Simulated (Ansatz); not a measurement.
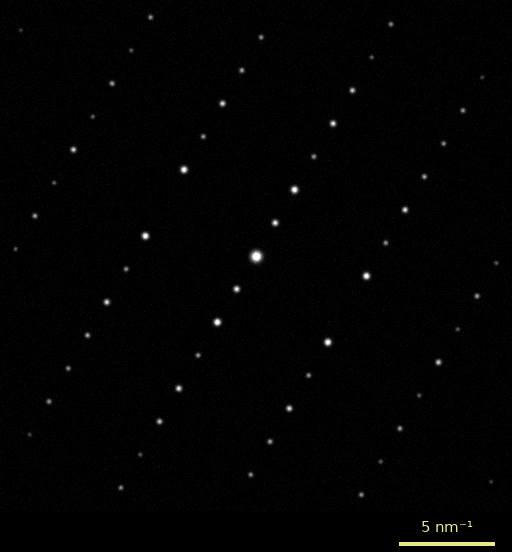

Simulated selected-area electron diffraction pattern (200 kV, kinematic approximation, thin crystal, B = 0.3 Å² for all atoms).

Phase: BiN, space group P4/nmm (No. 129), a = 4.015 Å, c = 4.949 Å. Structure: the geometry relaxed at fixed volume with DFT PBEsol, scalar-relativistic, plane waves, PAW (Ansatz); the starting structure was generated, so it need not be a known form of this composition.

### Determine the zone axis from the geometry of the pattern.

The spots form a rectangular net whose two shortest vectors correspond to d = 4.95 Å and 1.80 Å, 90.0° apart. They index as 0 0 1 and 1 -2 0 (itself extinct), so the zone axis is [210] (or an equivalent direction of <210>).
